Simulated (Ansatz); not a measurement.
Cost and result by functional for the adsorption energy of N on the 1x1 (110) surface of bcc W, one in a 2x2 cell, started at the site 'hollow W-W-W', in Ansatz (plane waves, PAW). Single points on the PBE structure, on one kind of machine; costs are rough ratios of the slab run's core time (references not counted) to the cheapest single point. r2SCAN's cost holds its higher cutoff (500 against 420 eV). Differences are taken against r2SCAN for comparison alone: no measured value is at hand, so the table doesn't rank accuracy.

Model: 17-atom slab, 6.6 Å thick at the start under the adsorbate (thin: gaps and levels are the slab's own), 6x6x1 mesh, Fermi-Dirac 0.1 eV, dipole correction, 8 atoms held, the rest relaxed; symmetry of the start imposed; no spin, no spin-orbit, no U, no dispersion correction. At the end it is bonded to 3 W. In PBE it is, or lies within 0.03 eV of, the lowest of the starts that converged. These notes are the PBE run's. Adsorption energies are against ½ N2(g). A negative adsorption energy means that the adsorbate is more stable on the surface than in its reference.

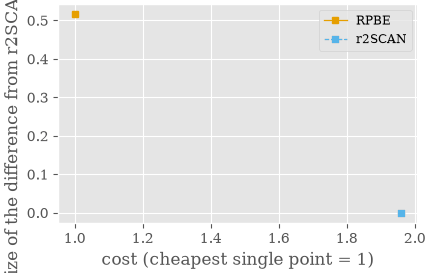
Figure. Difference from r2SCAN against cost

```
functional                     relative cost  adsorption energy (eV)  less r2SCAN (eV)
-----------------------------  -------------  ----------------------  ----------------
RPBE                                       1                   -1.67              0.52
r2SCAN                                     2                   -2.19              0.00
PBE (the relaxed run's value)              –                   -1.91              0.27
```

The values span 0.52 eV, while the single points' costs differ by a factor of roughly 2. Differences are of unrounded values.

Ansatz is a program for electronic structure.
